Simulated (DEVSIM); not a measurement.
Structure: Co/SiO2/n-Si capacitor, at 400 K.

| layer (left to right) | material | thickness (nm) | Nd (cm⁻³) |
|---|---|---|---|
| 1 | SiO2 | 39.0 | - |
| 2 | Si | 6500 | 7.9e15 |

Metal gate on the left, work function 5 eV. Fixed charge at the semiconductor interface 0 cm⁻² (in units of +e); no interface traps.

The device is made up for the run: typed textbook-type constants, with dimensions and the other settings drawn at random. Values at 300 K; Nc and Nv go as T^1.5, mobilities as T to minus their exponent, the gap by Varshni's rule with the affinity fixed.

```
parameter         SiO2        Si
----------------  ----  --------
gap (eV)             9     1.124
affinity (eV)      0.9      4.05
permittivity       3.9      11.7
Nc (cm⁻³)            -   2.86e19
Nv (cm⁻³)            -    3.1e19
Varshni α (eV/K)     -  0.000473
Varshni β (K)        -       636
```

DEVSIM, 1D Poisson equation in equilibrium, Boltzmann statistics, complete ionisation; no quantum confinement or tunnelling. Metal contacts follow the ideal Schottky-Mott rule: no Fermi-level pinning, no interface dipoles.

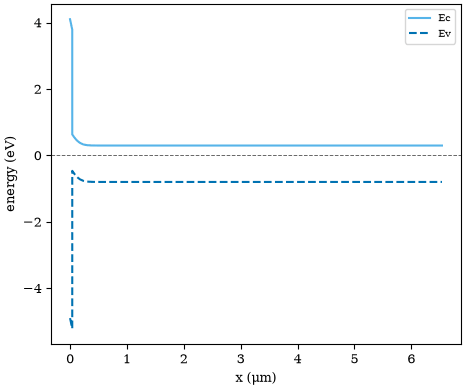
Band edges at 0.0 V on the gate

Energies count from the Fermi level of the right contact; mesh points crowd at the junctions.

```csv
x (μm),Ec (eV),Ev (eV),n (cm⁻³),p (cm⁻³),field (V/cm)
0.000,4.100,-4.900,< 1e2,< 1e2,-81000
0.001779,4.085,-4.915,< 1e2,< 1e2,-81000
0.006119,4.050,-4.950,< 1e2,< 1e2,-81000
0.01729,3.959,-5.041,< 1e2,< 1e2,-81000
0.03299,3.832,-5.168,< 1e2,< 1e2,-81000
0.03726,3.797,-5.203,< 1e2,< 1e2,-81000
0.03900,0.633,-0.464,4.7e11,6.8e13,-45000
0.04205,0.624,-0.472,6.0e11,5.4e13,-27000
0.04870,0.607,-0.490,9.9e11,3.2e13,-26000
0.06590,0.564,-0.532,3.4e12,9.4e12,-24000
0.1128,0.466,-0.631,6.0e13,5.4e11,-18000
0.3005,0.308,-0.789,5.9e15,5.5e9,-1900
0.7164,0.297,-0.799,7.9e15,4.1e9,≈ 0
1.790,0.297,-0.799,7.9e15,4.1e9,≈ 0
4.832,0.297,-0.799,7.9e15,4.1e9,≈ 0
5.879,0.297,-0.799,7.9e15,4.1e9,≈ 0
6.284,0.297,-0.799,7.9e15,4.1e9,≈ 0
6.444,0.297,-0.799,7.9e15,4.1e9,≈ 0
6.513,0.297,-0.799,7.9e15,4.1e9,≈ 0
6.530,0.297,-0.799,7.9e15,4.1e9,≈ 0
6.536,0.297,-0.799,7.9e15,4.1e9,≈ 0
6.539,0.297,-0.799,7.9e15,4.1e9,≈ 0
```
